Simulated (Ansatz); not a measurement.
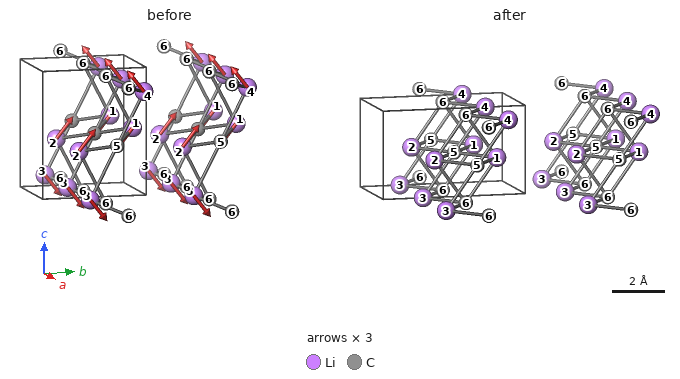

The structure of a crystal of Li₂C (built on the random type) (coarse preliminary run) before (left) and after (right) a relaxation, at one scale. The red arrows give the displacements (the part carried along by the change of the cell is left out), 3 times their true length.

Style: ball-and-stick. Shown: the cell of the calculation, repeated 2 × 2 × 1 with one cell outlined, slightly off an axis.

Case: random cell with space group Pmna (No. 53).

These are results of DFT PBE, scalar-relativistic, plane waves, PAW (Ansatz), not measurements. Settings: plane-wave cutoff 420 eV; k-point mesh 6 × 4 × 4; occupations gaussian; smearing width 0.1 eV; no spin polarisation; cell and atoms relaxed; force threshold 0.04 eV/Å; at most 70 steps.

### Describe what moved and what it gained.

Over 13 accepted moves (15 points after the start) the energy falls by 425 meV per atom. The largest force component goes from 0.4 to 0.0062 eV/Å. The pressure goes from 1.99 to 0.24 GPa. At 2 points the geometry stayed and the basis and grid were re-selected for the new cell (energy shift of 19.3 meV per atom at most each time). The largest moves relative to the cell, 0.37 Å, are those of Li1, Li2, Li3 and Li4. Li3 goes along [0 1 −2]. C stays in place. Cell: a 3.339 → 3.409 Å (+2.1 %), b 4.156 → 5.702 Å (+37.2 %), c 4.999 → 3.457 Å (−30.9 %). Volume −3.1 %. Among the contacts that change: Li1–Li4 3.728 → 2.428 Å, Li1–Li2 2.170 → 3.206 Å, Li1–C6 3.108 → 2.132 Å, Li1–C6 (another image) 2.344 → 2.131 Å. New bonds form: Li1–C6 (3.11 → 2.13 Å), Li2–C6 (3.11 → 2.13 Å), Li3–C5 (3.11 → 2.13 Å), Li4–C5 (3.11 → 2.13 Å). Among the angles between lasting bonds that change: C5–Li2–C6 86.5° → 69.8°, Li1–C6–Li4 64.8° → 69.7°, Li1–C6–Li3 115.2° → 110.3°. The space group (tolerance 0.01 Å) goes from Pmna (No. 53) to Cmmm (No. 65).

Limits of the set-up: the k-point mesh is coarse for a cell with partly filled bands.
